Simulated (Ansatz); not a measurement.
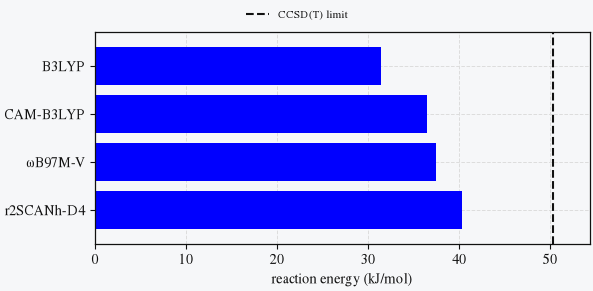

Electronic reaction energy of GeH₄O ([OH][GeH3]) + CH₃ ([CH3]) [doublet] → GeH₃O ([O][GeH3]) [doublet] + CH₄ (C) (SMILES in brackets) at several levels (functionals in def2-TZVPP unless a basis is named), isolated molecules at PBE0-D4 triple-zeta geometries, minima by their frequencies, no zero-point or thermal terms, the Ansatz code. The line is frozen-core CCSD(T) at the basis limit (MP2 extrapolated from triple and quadruple zeta, plus CCSD(T) less MP2 in a smaller set). No dispersion term is added to B3LYP and CAM-B3LYP. The limit lies 6.2 kJ/mol from CCSD(T)/def2-TZVPP, so the line itself is uncertain by a part of that.

What do zero-point energy and temperature add?

Answer. Zero-point change 6.8 kJ/mol; at 298.15 K and 1 bar the CCSD(T) limit plus thermal terms gives an enthalpy of reaction of 55.6 and a free energy of 58.9 kJ/mol (harmonic PBE0-D4 modes, ideal gas).

Which level comes closest to the line (CCSD(T) limit), and which misses most?

Answer. Closest r2SCANh-D4 (40.4 kJ/mol), against 50.3 kJ/mol; farthest B3LYP (31.4 kJ/mol).

Caveats: no scalar relativity up to krypton; outer-core shells are correlated without core-valence functions, which makes the correlated values less sure.
